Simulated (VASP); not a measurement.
Band structure of RuTe (relaxed from the wurtzite structure, space group P6_3mc). Level of theory: r2SCAN meta-GGA, VASP's PBE PAW potentials (set 64) (plane waves; VASP).

Unless said otherwise, spin-orbit coupling is left out, though it shifts the bands of the heavy elements here.

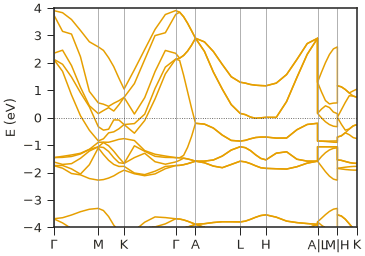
Bands along high-symmetry lines, zero at the valence-band maximum or, without a gap, the Fermi level

Task: Read the plot: is there a gap, and where are the band edges?

Result: It has no gap at this level: it comes out as a metal or semimetal.

The structure was generated: RuTe was put into the wurtzite type (P6_3mc), which need not be its known phase. It was relaxed first, which changed the volume by -31 %.
